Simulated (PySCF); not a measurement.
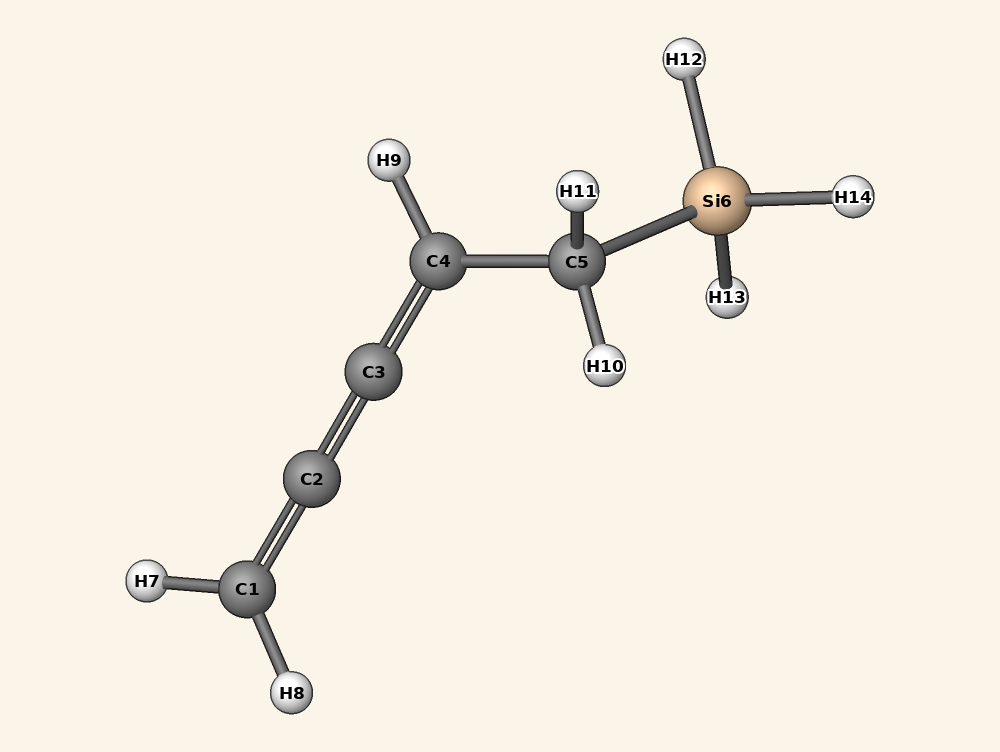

The questions are on isotropic NMR shieldings of the H atoms. The geometry was computed by an optimisation with PBE0-D3(BJ)/def2-SVP. No frequency run is at hand to confirm it as a minimum. Level of theory: GIAO PBE/pcSseg-1 NMR shielding, non-relativistic, gas phase (PySCF 2.14.0).

Question: Which H atom is the most shielded (lowest chemical shift)?

Answer: H10, H11 (29.19 ppm).

Question: Which H atom is the least shielded (highest chemical shift)?

Answer: H9 (25.29 ppm).

Question: How wide is the range of H shifts?

Answer: 3.90 ppm.

List the isotropic NMR shieldings of the H atoms.

| atom | σ (ppm) |
| --- | --- |
| H7 | 25.86 |
| H8 | 25.89 |
| H9 | 25.29 |
| H10 | 29.19 |
| H11 | 29.19 |
| H12 | 27.22 |
| H13 | 27.34 |
| H14 | 27.01 |
